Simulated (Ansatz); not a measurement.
A substitution series on C: Br to I

Gas-phase molecules. On one C centre that keeps H, n of the Br ligands are replaced by I. The mean harmonic wavenumber of the C–H stretches y in cm⁻¹ at PBE0-D4/def2-TZVP. The shapes are optimised at that level. Programs: Ansatz 0.2.0.

| molecule | n | y (cm⁻¹) |
| --- | --- | --- |
| CHBr3 | 0 | 3200 |
| CHBr2I | 1 | 3199 |
| CHBrI2 | 2 | ? |
| CHI3 | 3 | 3195 |

Fit y = c + s·n to the known rows and predict CHBrI2.


1. Means of the 3 rows: n = 1.33333, y = 3198.0.
2. Σ(Δn)² = 4.6667, Σ(Δn·Δy) = -8, so the slope is -8/4.6667 = -1.7143.
3. Intercept: 3198.0 − (-1.7143) × 1.33333 = 3200.3. The largest residual of the fit is 0.4.
4. CHBrI2: 3200.3 + (-1.7143) × 2 = 3197 cm⁻¹.

The run gave 3197 cm⁻¹, so the prediction is off by 0 cm⁻¹: they agree to the digits shown. The steps per swap are -1, -2, -2 cm⁻¹. The wavenumbers are unscaled and lie a few per cent above observed bands. For atoms past krypton def2 sets carry core potentials with scalar relativity. Relativity is left out for Br.

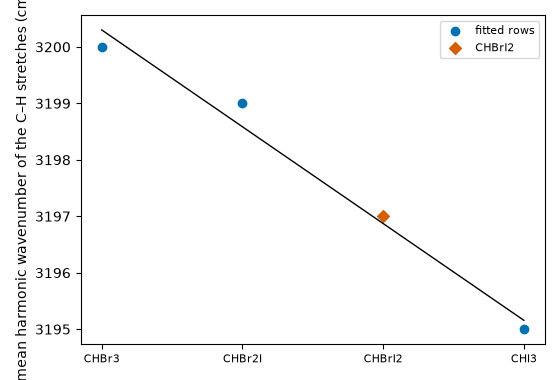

The fitted line, with the withheld member.
